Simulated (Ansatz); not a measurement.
```yaml
atoms:
  - { symbol: Ge, position_ang: [-0.4077, -0.1008, -0.0959] }
  - { symbol: Cl, position_ang: [-1.1659, -0.2111, 1.9683] }
  - { symbol: F, position_ang: [1.3109, 0.3196, 0.0520] }
  - { symbol: O, position_ang: [-1.1627, 1.3135, -0.8848] }
  - { symbol: H, position_ang: [-1.0417, 2.1383, -0.3727] }
  - { symbol: H, position_ang: [-0.7025, -1.2852, -1.0188] }
  - { symbol: O, position_ang: [1.1208, -2.2853, 0.8801] }
  - { symbol: H, position_ang: [0.8134, -2.1687, 1.8026] }
  - { symbol: H, position_ang: [1.8318, -1.6142, 0.8060] }
```

The calculation used RKS BLYP/def2-SVP (Ansatz).

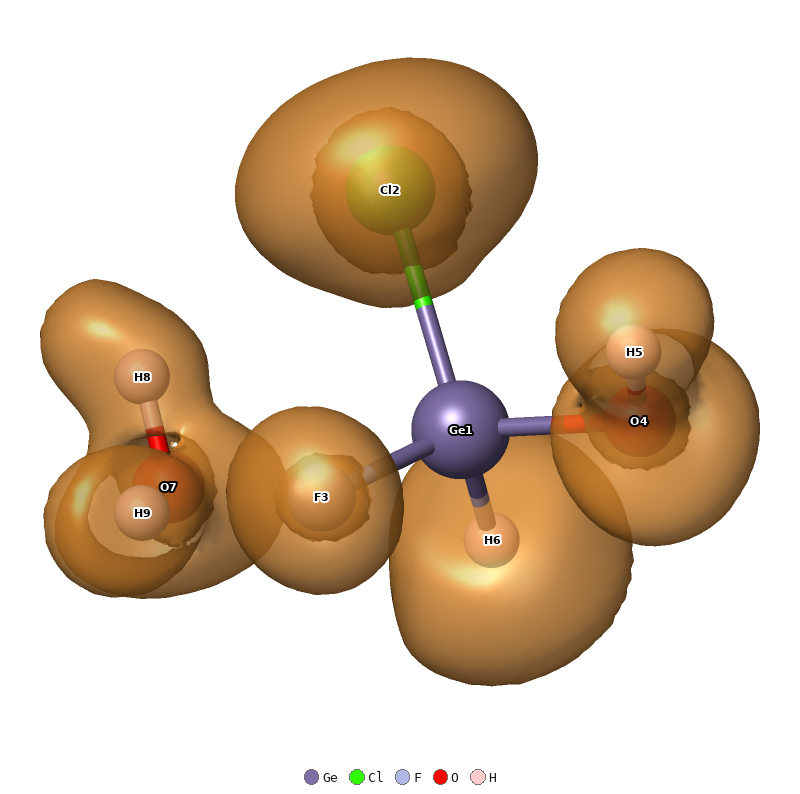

ClFGeH₂O···H₂O. Isosurface of the electron localisation function at 0.75 (orange), seen at a tilt. Only the valence region is drawn (cores and ρ < 0.01 e/Å³ removed).

What do the ELF domains correspond to?

The ELF exceeds this value in one region around a hydrogen nucleus, one region wrapped around Cl (its valence shell), one region wrapped around F (its valence shell) and two joined regions spread over several atoms (H, O), in which their bonds and any lone pairs are merged. Profiles from the grid: Ge1···O7 (2.84 Å): the ELF dips to about 0.10 between them. Ge–F (1.78 Å): the ELF peaks at about 0.80 in the valence shell of F, 0.5 Å from its nucleus, and is about 0.25 at the midpoint.
